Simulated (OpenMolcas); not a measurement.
# quartet GeNH3Cl at 6 levels

Wanted: a comparison of 6 runs (UHF/3-21G, UB3LYP/6-31G*, U-r2SCAN/cc-pVDZ, UM06-2X/cc-pVDZ, UPBE0/cc-pVDZ, UTPSS/cc-pVDZ) of quartet GeNH3Cl. 

The results are computed with OpenMolcas 26.06.

## (1) The molecule

GeNH3Cl: 6 atoms, total charge 0, spin state quartet. SMILES of the parent species: `[NH2][GeH][Cl]`. Geometry: relaxed at PBE0-D4/def2-TZVP. This is one conformer, not always the lowest. That shape belongs to the parent species and isn't relaxed for this state.

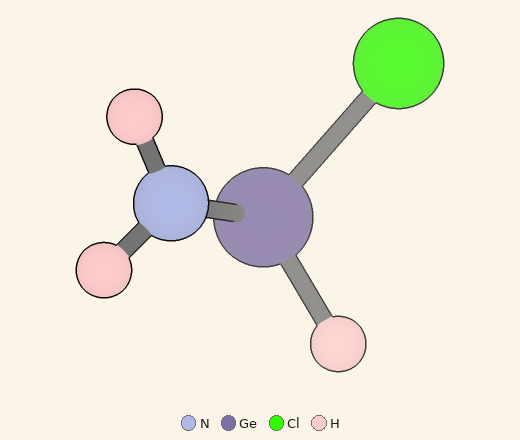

Viewed from a chosen angle; nitrogen light blue, germanium purple, chlorine green, hydrogen pink.

## (2) The energy at UHF/3-21G (run 1)

The input, mol.input:

```
* ClGeH3N Hartree-Fock

&GATEWAY
 BasLib=$CurrDir
 Coord
 6
 angstrom
 N       -0.446300       0.317900      -0.788300
 Ge       0.075400      -0.151000       0.908100
 Cl       1.243000      -1.956900       0.623300
 H       -0.984500       1.171200      -0.861400
 H       -0.888700      -0.414300      -1.327200
 H        1.043200       0.969100       1.399300
 Basis=3-21G
 Group=NoSym

&SEWARD

&SCF
 UHF
 Spin=4
 Thresholds=1e-10 1e-07 1e-07 1e-05
 PrOrbitals=0
```

The basis set 3-21G is read from a file made from the Basis Set Exchange's data (not shown).

Started as:

```bash
$ export MOLCAS_MEM=1860
$ pymolcas mol.input > mol.log
```

The log of the run:

```text
--- Start Module: gateway ---
[...]
--- Stop Module: gateway /rc=_RC_ALL_IS_WELL_ ---
--- Start Module: seward ---
[...]
      Basis functions           50
--- Stop Module: seward /rc=_RC_ALL_IS_WELL_ ---
--- Start Module: scf ---
[...]
       Convergence after  29 Iterations
[...]
::    Total SCF energy                              -2578.3407369495
[...]
      Total spin, S                                     1.5028978331
[...]
      Total electronic charge=   59.000000
      Total            charge=   -0.000000
[...]
      Dipole Moment (debye):
      Origin of the operator (angstrom)=    0.3332   -0.5829    0.6122
                   X= -4.4479E+00               Y=  3.6971E+00               Z= -5.3255E+00           Total=  7.8622E+00
      Quadrupole Moment (debye*angstrom):
[...]
--- Stop Module: scf /rc=_RC_ALL_IS_WELL_ ---
[...]
```

Run time: 2.7 s. Hardware: 1 thread of Arm Neoverse V2, shared host; peak memory 0.38 GiB.

## (3) The energy at UB3LYP/6-31G(d) (spherical functions) (run 2)

The input, coord.xyz:

```xyz
6

N     -0.446300     0.317900    -0.788300
Ge     0.075400    -0.151000     0.908100
Cl     1.243000    -1.956900     0.623300
H     -0.984500     1.171200    -0.861400
H     -0.888700    -0.414300    -1.327200
H      1.043200     0.969100     1.399300
```

The input, run.inp:

```
&GATEWAY
BasLib=$CurrDir
Coord=coord.xyz
Basis=6-31Gs
Group=NoSym
&SEWARD
GridInput
Grid=UltraFine
End of Grid
&SCF
UHF
Spin=4
KSDFT=B3LYP
Thresholds=1e-10 1e-07 1e-07 1e-05
PrOrbitals=1 1
```

The basis set 6-31G* is read from a file made from the Basis Set Exchange's data (not shown).

Started as:

```bash
$ export MOLCAS_MEM=1860
$ pymolcas run.inp > run.log
```

The log of the run:

```text
--- Start Module: gateway ---
[...]
--- Stop Module: gateway /rc=_RC_ALL_IS_WELL_ ---
--- Start Module: seward ---
[...]
      Basis functions           70
--- Stop Module: seward /rc=_RC_ALL_IS_WELL_ ---
[...]
--- Start Module: scf ---
[...]
       Convergence after  31 Iterations
[...]
::    Total KS-DFT energy                           -2593.2871934846
[...]
      Total spin, S                                     1.5014079816
[...]
      Total electronic charge=   59.000000
      Total            charge=   -0.000000
[...]
      Dipole Moment (debye):
      Origin of the operator (angstrom)=    0.3332   -0.5829    0.6122
                   X= -1.5260E+00               Y=  8.2755E-01               Z= -3.6259E+00           Total=  4.0200E+00
      Quadrupole Moment (debye*angstrom):
[...]
--- Stop Module: scf /rc=_RC_ALL_IS_WELL_ ---
[...]
```

It took 38 s on 1 thread of Arm Neoverse V2, shared host; peak memory 0.42 GiB.

Runs 3 to 4 aren't shown in full; the table further down has their settings and results.

## (4) The energy at UPBE0/cc-pVDZ (run 5)

The input, calc.inp:

```
&GATEWAY
BASLIB = $CurrDir
COORD
6
angstrom
N       -0.446300       0.317900      -0.788300
Ge       0.075400      -0.151000       0.908100
Cl       1.243000      -1.956900       0.623300
H       -0.984500       1.171200      -0.861400
H       -0.888700      -0.414300      -1.327200
H        1.043200       0.969100       1.399300
BASIS = cc-pVDZ
GROUP = NoSym
&SEWARD
GRIDINPUT
Grid=UltraFine
End of Grid
&SCF
UHF
SPIN = 4
KSDFT = PBE0
THRESHOLDS = 1e-10 1e-07 1e-07 1e-05
PRORBITALS = 1 2
```

The basis set cc-pVDZ is read from a file made from the Basis Set Exchange's data (not shown).

Started as:

```bash
$ export MOLCAS_MEM=1860
$ pymolcas calc.inp > calc.log
```

The log of the run:

```text
--- Start Module: gateway ---
[...]
--- Stop Module: gateway /rc=_RC_ALL_IS_WELL_ ---
--- Start Module: seward ---
[...]
      Basis functions           74
--- Stop Module: seward /rc=_RC_ALL_IS_WELL_ ---
[...]
--- Start Module: scf ---
[...]
       Convergence after  40 Iterations
[...]
::    Total KS-DFT energy                           -2593.0328256033
[...]
      Total spin, S                                     1.5013844084
[...]
      Total electronic charge=   59.000000
      Total            charge=   -0.000000
[...]
      Dipole Moment (debye):
      Origin of the operator (angstrom)=    0.3332   -0.5829    0.6122
                   X= -1.5653E+00               Y=  1.4010E+00               Z= -2.7757E+00           Total=  3.4810E+00
      Quadrupole Moment (debye*angstrom):
[...]
--- Stop Module: scf /rc=_RC_ALL_IS_WELL_ ---
[...]
```

Run time: 70 s. Hardware: 1 thread of Arm Neoverse V2, shared host; peak memory 0.43 GiB.

## (5) The energy at UTPSS/cc-pVDZ (run 6)

The input, geom.xyz:

```xyz
6

N     -0.446300     0.317900    -0.788300
Ge     0.075400    -0.151000     0.908100
Cl     1.243000    -1.956900     0.623300
H     -0.984500     1.171200    -0.861400
H     -0.888700    -0.414300    -1.327200
H      1.043200     0.969100     1.399300
```

The input, test.inp:

```
>>> EXPORT MOLCAS_PRINT=2

&gateway
  baslib=$CurrDir
  coord=geom.xyz
  basis=cc-pVDZ
  group=NoSym

&seward
  gridinput
  Grid=UltraFine
  End of Grid

&scf
  uhf
  spin=4
  ksdft=2
  1.0 MGGA_X_TPSS
  1.0 MGGA_C_TPSS
  thresholds=1e-10 1e-07 1e-07 1e-05
  prorbitals=1 1
```

The basis set cc-pVDZ is read from a file made from the Basis Set Exchange's data (not shown).

Started as:

```bash
$ export MOLCAS_MEM=1860
$ pymolcas test.inp > test.log
```

The log of the run:

```text
--- Start Module: gateway ---
[...]
--- Stop Module: gateway /rc=_RC_ALL_IS_WELL_ ---
--- Start Module: seward ---
[...]
      Basis functions           74
--- Stop Module: seward /rc=_RC_ALL_IS_WELL_ ---
[...]
--- Start Module: scf ---
[...]
       Convergence after  29 Iterations
[...]
::    Total KS-DFT energy                           -2593.5204482311
[...]
      Total spin, S                                     1.5010719479
[...]
      Total electronic charge=   59.000000
      Total            charge=   -0.000000
[...]
      Dipole Moment (debye):
      Origin of the operator (angstrom)=    0.3332   -0.5829    0.6122
                   X= -1.6530E+00               Y=  8.4628E-01               Z= -3.2289E+00           Total=  3.7249E+00
      Quadrupole Moment (debye*angstrom):
[...]
--- Stop Module: scf /rc=_RC_ALL_IS_WELL_ ---
[...]
```

Wall time 83 s (1 thread of Arm Neoverse V2, shared host); peak memory 0.43 GiB.

## (6) All runs side by side

| run | level | integration grid | energy (Eh) | dipole moment (D) | HOMO energy (eV) | ⟨S²⟩ | wall time |
| --- | --- | --- | --- | --- | --- | --- | --- |
| 1 | UHF/3-21G | – | -2578.340737 | 7.86 | -3.49 | 3.762 | 2.7 s |
| 2 | UB3LYP/6-31G* (spherical functions) | UltraFine | -2593.287193 | 4.02 | -1.60 | 3.756 | 38 s |
| 3 | U-r2SCAN/cc-pVDZ | UltraFine | -2593.442825 | 3.67 | -1.10 | 3.757 | 1.8 min |
| 4 | UM06-2X/cc-pVDZ | UltraFine | -2593.467175 | 3.32 | -2.69 | 3.757 | 99 s |
| 5 | UPBE0/cc-pVDZ | UltraFine | -2593.032826 | 3.48 | -1.83 | 3.756 | 70 s |
| 6 | UTPSS/cc-pVDZ | UltraFine | -2593.520448 | 3.72 | -0.82 | 3.754 | 83 s |

## (7) Outcome

| quantity | value |
| --- | --- |
| run 6: total energy | -2593.52045 Eh |
| run 6: dipole moment | 3.72 D |
| run 6: HOMO energy (highest over α and β) | -0.82 eV |
| run 6: ⟨S²⟩ | 3.754 |

The dipole moment (its size) runs from 3.32 D (UM06-2X/cc-pVDZ) to 7.86 D (UHF/3-21G). The two ends differ in method and basis. Totals of different functionals can't be ranked against each other. All runs together took 6.6 min, the longest 1.8 min.
